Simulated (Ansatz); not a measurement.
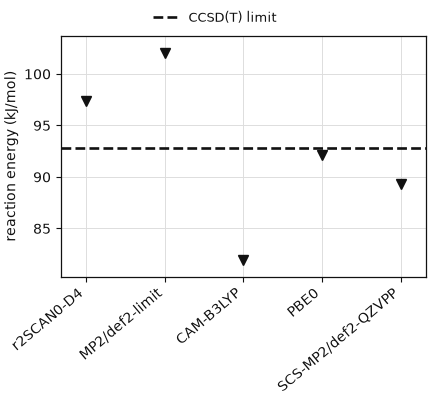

Electronic reaction energy of SiH₂SO (O[Si]S) [singlet] + H₂ ([H][H]) → SiH₂O (O[SiH]) [singlet] + H₂S (S) (SMILES in brackets) at several levels (functionals in def2-TZVPP unless a basis is named), isolated molecules at PBE0-D4 triple-zeta geometries, minima by their frequencies, no zero-point or thermal terms, the Ansatz code. The line is frozen-core CCSD(T) at the basis limit (scheme: direct). No dispersion term is added to CAM-B3LYP and PBE0. The distance of SCS-MP2/def2-QZVPP to the limit includes basis error. The limit lies 8.0 kJ/mol from CCSD(T)/def2-TZVPP, so the line itself is uncertain by a part of that.

**What range do the values span, the line included?**

From 81.9 kJ/mol (CAM-B3LYP) to 102.1 kJ/mol (MP2/def2-limit).

**Give the values.**

| level | kJ/mol | less CCSD(T) limit |
| --- | --- | --- |
| r2SCAN0-D4 | 97.4 | 4.6 |
| MP2/def2-limit | 102.1 | 9.3 |
| CAM-B3LYP | 81.9 | −10.8 |
| PBE0 | 92.2 | −0.6 |
| SCS-MP2/def2-QZVPP | 89.4 | −3.4 |
| CCSD(T) limit | 92.8 | 0.0 |
